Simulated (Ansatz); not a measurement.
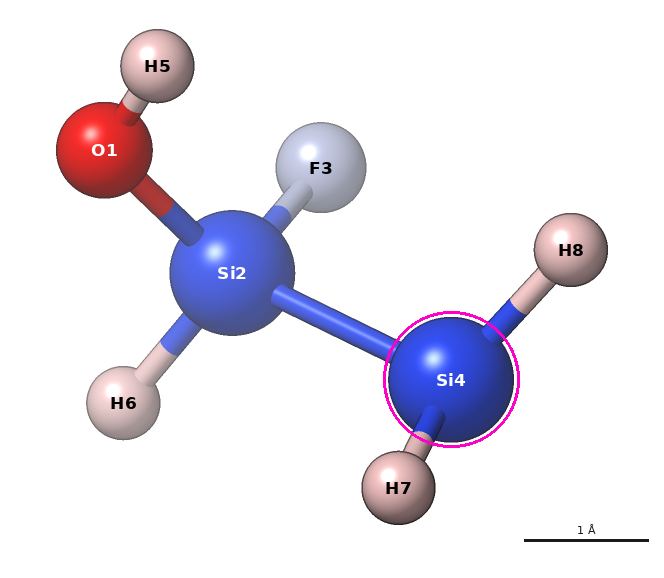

Orthographic view. Depth is shown by fading: the farther an atom, the more it takes the colour of the background. The species is neutral and a spin doublet. Computed geometry: PBE-D4/def2-SVP optimisation. No frequency run is at hand to confirm it as a minimum.

> Name the neighbours of the circled atom.

The circled atom is Si4; it is bonded to Si2, H7, H8.

> What is the shortest path along bonds from the circled atom to H5?

Si4–Si2–O1–H5, 3 bonds; through space the two are 3.48 Å apart.

> Which atom is farthest from the viewer?

F3, 1.9 Å behind the mean position.

> Which atom is nearest the viewer?

H7, 1.7 Å in front of the mean position.
